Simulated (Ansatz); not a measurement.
## Geometry relaxation of C₃H₉Cl₂Nb (part 1 of 2)

System: C₃H₉Cl₂Nb.
Method: RKS PBE-D4/def2-SVP (Ansatz 0.2.0).

The geometry comes from this level: GFN2-xTB. Figures and captions count atoms from 1; the log counts them from 0 in places.

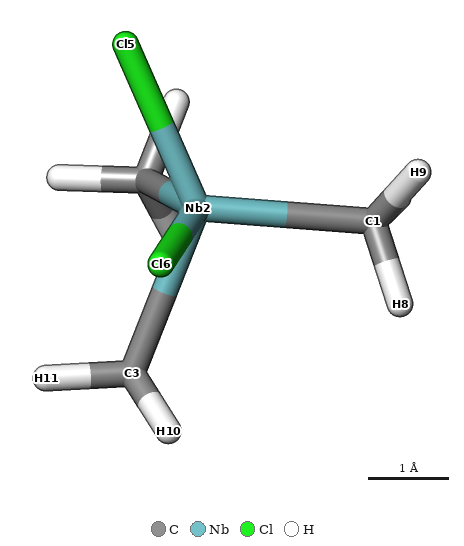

The starting structure (stick view, seen at a tilt; atoms are numbered from 1 in the order of the input). Sticks mark near contacts. Bond lengths as drawn: Cl–Nb 2.28 to 2.30 Å, C–H 1.09 to 1.10 Å and C–Nb 2.24 to 2.29 Å.

**Input**
```yaml
crystal:
  periodic: [false, false, false]
  atoms:
    - { symbol: C, position_ang: [-1.68155, -0.50085, -1.72104] }
    - { symbol: Nb, position_ang: [-0.02087, -0.08808, -0.27478] }
    - { symbol: C, position_ang: [1.35799, 1.3816, -1.36482] }
    - { symbol: C, position_ang: [1.52865, -1.53655, -1.05062] }
    - { symbol: Cl, position_ang: [0.09492, -1.31101, 1.64741] }
    - { symbol: Cl, position_ang: [-0.56718, 1.82737, 0.87601] }
    - { symbol: H, position_ang: [-1.4985, -1.39694, -2.32964] }
    - { symbol: H, position_ang: [-1.81173, 0.34173, -2.41536] }
    - { symbol: H, position_ang: [-2.64338, -0.64881, -1.21355] }
    - { symbol: H, position_ang: [0.78438, 2.28328, -1.60359] }
    - { symbol: H, position_ang: [2.20037, 1.6957, -0.74008] }
    - { symbol: H, position_ang: [1.77324, 0.99018, -2.29714] }
    - { symbol: H, position_ang: [2.50443, -1.4798, -0.55808] }
    - { symbol: H, position_ang: [1.1442, -2.54627, -0.85617] }
    - { symbol: H, position_ang: [1.72148, -1.46809, -2.12627] }
basis:
  gaussian: { orbitals: def2-SVP }
hamiltonian:
  xc: pbe
  dispersion: d4
relax:
  f_tol: 0.03
  max_steps: 200
```

Launch command:
```bash
ansatz run input.yaml --threads 4 --pin off --max-ram 10240MiB --backend cpu --events-out ev --progress --plain --runs-dir out
```

**Log**
```
The last accepted step is kept in [file] (removed where the run ends without a failure and the disk answers)
Engine: ansatz 0.2.0, aarch64-unknown-linux-gnu
Functional definition: PBE
  parameter kappa = 0.804
  parameter beta = 0.06672455060314922
  exchange = pbe_x(kappa = kappa, mu = beta*pi^2/3)
  correlation = pbe_c(beta = beta)
1663 factors; their error is unknown
mean field evaluation 1: about -29806.6236 eV, gradient 9.7e1 eV
mean field evaluation 2: about -29524.8376 eV, gradient 2.7e2 eV
mean field evaluation 4: about -29818.7403 eV, gradient 7.3e1 eV
mean field evaluation 8: about -29831.4089 eV, gradient 1.2e0 eV
mean field evaluation 16: about -29831.3365 eV, gradient 5.0e-2 eV
mean field -29831.33652405 eV, -1096.2813968525 hartree, gradient 8.0e-6 eV, S^2 0.000000; 0 other end points of the search recorded, 0 dependent functions left out
the calculation of the forces begins
reference -29831.33660134 eV, -1096.2813996932 hartree; 37, 37 occupied and 117, 117 virtual orbitals, 1663 factors
relax step   1: F+E_penalty+E_count = -29831.71572625 eV  Δ(F+E_penalty+E_count) = +0.000e0 eV  max|allowed force component| = 2.734e0 eV/Å  Δτ_max = 0.0000 Å  (35 SCF iters, accepted)
these checks for a lower state are left out or cut short: starts, cluster_reference, orbital_swaps, neighbouring_geometries, increment
1663 factors; their error is unknown
mean field evaluation 32: about -29831.5689 eV, gradient 8.1e-6 eV
mean field -29831.56891745 eV, -1096.2899371527 hartree, gradient 8.1e-6 eV, S^2 0.000000; 0 other end points of the search recorded, 0 dependent functions left out
[... from here on the field's lines of each further geometry are left out, up to the last ...]
relax step   2: F+E_penalty+E_count = -29831.96846621 eV  Δ(F+E_penalty+E_count) = -2.527e-1 eV  max|allowed force component| = 1.179e0 eV/Å  Δτ_max = 0.1901 Å  (39 SCF iters, accepted)
relax step   3: F+E_penalty+E_count = -29832.06247297 eV  Δ(F+E_penalty+E_count) = -9.401e-2 eV  max|allowed force component| = 8.464e-2 eV/Å  Δτ_max = 0.0887 Å  (32 SCF iters, accepted)
relax step   4: F+E_penalty+E_count = -29832.06513302 eV  Δ(F+E_penalty+E_count) = -2.660e-3 eV  max|allowed force component| = 4.652e-2 eV/Å  Δτ_max = 0.0422 Å  (34 SCF iters, accepted)
relax step   5: F+E_penalty+E_count = -29832.06594982 eV  Δ(F+E_penalty+E_count) = -8.168e-4 eV  max|allowed force component| = 1.945e-1 eV/Å  Δτ_max = 0.1098 Å  (33 SCF iters, accepted)
relax step   6: F+E_penalty+E_count = -29832.06307497 eV  Δ(F+E_penalty+E_count) = +2.875e-3 eV  max|allowed force component| = 1.848e-1 eV/Å  Δτ_max = 0.1170 Å  (33 SCF iters, rejected (line search))
relax step   7: F+E_penalty+E_count = -29832.06994492 eV  Δ(F+E_penalty+E_count) = -3.995e-3 eV  max|allowed force component| = 4.515e-2 eV/Å  Δτ_max = 0.0499 Å  (34 SCF iters, accepted)
relax step   8: F+E_penalty+E_count = -29832.07045741 eV  Δ(F+E_penalty+E_count) = -5.125e-4 eV  max|allowed force component| = 1.516e-2 eV/Å  Δτ_max = 0.0101 Å  (35 SCF iters, accepted)
relax step   9: F+E_penalty+E_count = -29832.07107836 eV  Δ(F+E_penalty+E_count) = -6.210e-4 eV  max|allowed force component| = 3.019e-2 eV/Å  Δτ_max = 0.0437 Å  (33 SCF iters, accepted)
relax step  10: F+E_penalty+E_count = -29832.07139850 eV  Δ(F+E_penalty+E_count) = -3.201e-4 eV  max|allowed force component| = 3.216e-2 eV/Å  Δτ_max = 0.0399 Å  (34 SCF iters, accepted)
relax step  11: F+E_penalty+E_count = -29832.07127070 eV  Δ(F+E_penalty+E_count) = +1.278e-4 eV  max|allowed force component| = 3.866e-2 eV/Å  Δτ_max = 0.0318 Å  (34 SCF iters, rejected (line search))
the calculation of the forces begins
reference -29831.67878633 eV, -1096.2939747595 hartree; 37, 37 occupied and 117, 117 virtual orbitals, 1663 factors
relax step  12: F+E_penalty+E_count = -29832.07158777 eV  Δ(F+E_penalty+E_count) = -1.893e-4 eV  max|allowed force component| = 1.188e-2 eV/Å  Δτ_max = 0.0155 Å  (34 SCF iters, accepted)
1663 factors; their error is unknown
mean field evaluation 128: about -29831.6787 eV, gradient 3.6e-6 eV
```

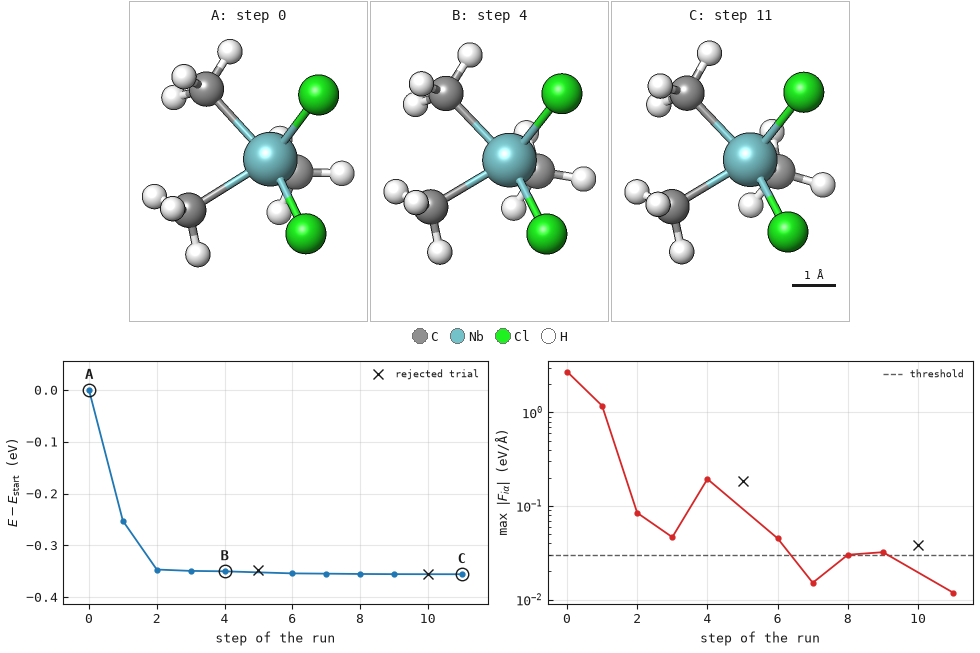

Frames of the relaxation (ball-and-stick view, seen at a tilt) above the curves, on which the letters mark them (the first geometry is step 0 here and step 1 in the log).

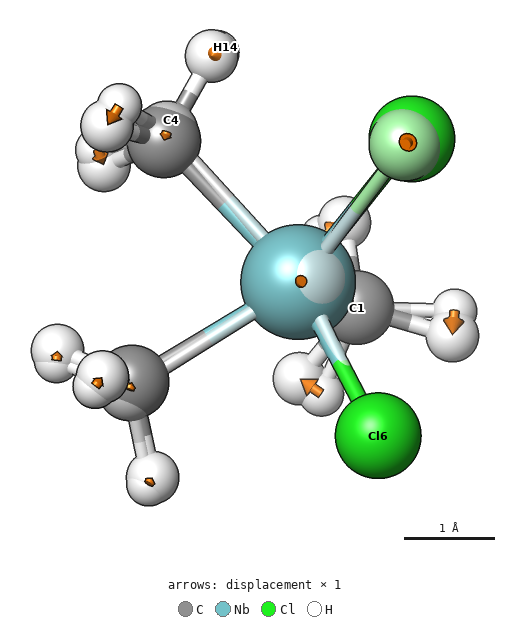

Start (faint) and end (solid) with the displacements as orange arrows, at true length (ball-and-stick view, seen at a tilt). The two geometries are laid on each other by the best rigid fit. The atom that moves furthest after the best rigid fit is H7 (0.32 Å). Largest moves by element: H 0.32 Å, Cl 0.24 Å, Nb 0.11 Å, C 0.11 Å. Among the contacts that change: C1–Nb2 2.241 → 2.112 Å, Nb2–C3 2.291 → 2.183 Å, Nb2–C4 2.259 → 2.174 Å, Nb2–Cl5 2.281 → 2.332 Å. Among the angles that change: Nb2–C4–H15 114.7° → 106.4°, C1–Nb2–Cl5 118.9° → 112.5°, C1–Nb2–C4 99.7° → 104.6°. After 11 geometry steps the energy has fallen by 0.356 eV. Largest force component: 2.7 eV/Å at the start, 0.012 eV/Å at the end. The line search rejected the trial steps at points 5, 10 (counted from 0) and went back. (Atoms are counted from 1 in the order of the input.)

```
mean field -29831.67870547 eV, -1096.2939717880 hartree, gradient 5.3e-5 eV, S^2 0.000000; 1 other end points of the search recorded, 0 dependent functions left out
the calculation of the forces begins
reference -29831.67878633 eV, -1096.2939747595 hartree; 37, 37 occupied and 117, 117 virtual orbitals, 1663 factors
Total energy: -29832.07166862 eV, -1096.3084129175 hartree
Atom 0 at    -1.656294    -0.495468    -1.679901 Å, force    -0.010774     0.002083    -0.004815 eV/Å
Atom 1 at    -0.034027    -0.100545    -0.385782 Å, force    -0.011879     0.001919    -0.003390 eV/Å
Atom 2 at     1.342902     1.291939    -1.350774 Å, force     0.011035     0.003008    -0.007120 eV/Å
Atom 3 at     1.545383    -1.432012    -1.064353 Å, force    -0.001639    -0.002955    -0.001728 eV/Å
Atom 4 at    -0.061091    -1.446652     1.518223 Å, force    -0.000322     0.004800     0.002558 eV/Å
Atom 5 at    -0.546939     1.791386     0.900995 Å, force     0.001757    -0.008696     0.003956 eV/Å
Atom 6 at    -1.576137    -1.540019    -2.056884 Å, force    -0.000933     0.005013     0.002265 eV/Å
Atom 7 at    -1.579300     0.206119    -2.542933 Å, force     0.001916    -0.005363     0.006243 eV/Å
Atom 8 at    -2.642309    -0.358140    -1.187774 Å, force     0.011112    -0.002523    -0.003110 eV/Å
Atom 9 at     0.752114     2.203364    -1.589744 Å, force     0.004108    -0.003518     0.002182 eV/Å
Atom 10 at     2.165627     1.591633    -0.668983 Å, force    -0.007280    -0.001185    -0.007296 eV/Å
Atom 11 at     1.786473     0.881360    -2.280483 Å, force    -0.000908     0.000247     0.009546 eV/Å
Atom 12 at     2.562130    -1.248044    -0.664886 Å, force     0.002277     0.002346    -0.001180 eV/Å
Atom 13 at     1.241873    -2.468623    -0.801833 Å, force     0.001141     0.004245    -0.001192 eV/Å
Atom 14 at     1.586044    -1.332840    -2.172607 Å, force     0.000389     0.000578     0.003080 eV/Å
Dipole moment:    -0.067622    -0.129912    -0.608510 e Å
```

**Trajectory as extended XYZ (Å, eV, eV/Å), 12 frames, from step=1 to step=12**
```
15
Properties=species:S:1:pos:R:3:forces:R:3 step=1 energy=-29831.71573
C    -1.6816   -0.5009   -1.7210    0.8319   0.1806   1.0685
Nb   -0.0209   -0.0881   -0.2748    0.0782  -0.2367  -2.7339
C     1.3580    1.3816   -1.3648   -0.5171  -0.8655   0.5905
C     1.5287   -1.5366   -1.0506   -0.4442   0.8185   0.3709
Cl    0.0949   -1.3110    1.6474    0.0104  -0.3425   0.4048
Cl   -0.5672    1.8274    0.8760   -0.1019   0.4449   0.2241
H    -1.4985   -1.3969   -2.3296    0.3057  -0.4126  -0.1156
H    -1.8117    0.3417   -2.4154    0.1533   0.4688  -0.1542
H    -2.6434   -0.6488   -1.2135   -0.3721  -0.0415   0.3481
H     0.7844    2.2833   -1.6036   -0.4384   0.3606   0.0170
H     2.2004    1.6957   -0.7401    0.3592   0.0650   0.4060
H     1.7732    0.9902   -2.2971    0.1353  -0.4677  -0.3951
H     2.5044   -1.4798   -0.5581    0.4392   0.1363   0.3138
H     1.1442   -2.5463   -0.8562   -0.3812  -0.4112   0.2147
H     1.7215   -1.4681   -2.1263   -0.0583   0.3029  -0.5597
15
Properties=species:S:1:pos:R:3:forces:R:3 step=2 energy=-29831.96847
C    -1.6786   -0.5078   -1.6452   -0.3756  -0.0491  -0.4688
Nb   -0.0484   -0.0849   -0.4423    0.5510  -0.0821   1.1791
C     1.3696    1.2545   -1.3286   -0.0096   0.2660  -0.4822
C     1.5370   -1.4025   -1.0657    0.0028  -0.3217  -0.0984
Cl    0.0611   -1.3412    1.5081   -0.1501   0.0004   0.1389
Cl   -0.5850    1.8536    0.7547   -0.1351   0.0506   0.1669
H    -1.4325   -1.4168   -2.2344   -0.0130  -0.0928  -0.1103
H    -1.7412    0.3617   -2.3357   -0.0843   0.0426  -0.1670
H    -2.6597   -0.6477   -1.1498    0.0157   0.0136   0.0759
H     0.7659    2.1497   -1.5771    0.0733   0.1840  -0.1205
H     2.2044    1.5731   -0.6760   -0.0079  -0.0609   0.0956
H     1.7829    0.8059   -2.2515    0.0915   0.1221  -0.0912
H     2.5175   -1.3680   -0.5544   -0.0082   0.0823   0.0366
H     1.0901   -2.4036   -0.8749    0.0293  -0.1201  -0.0367
H     1.7033   -1.2827   -2.1548    0.0202  -0.0350  -0.1180
```
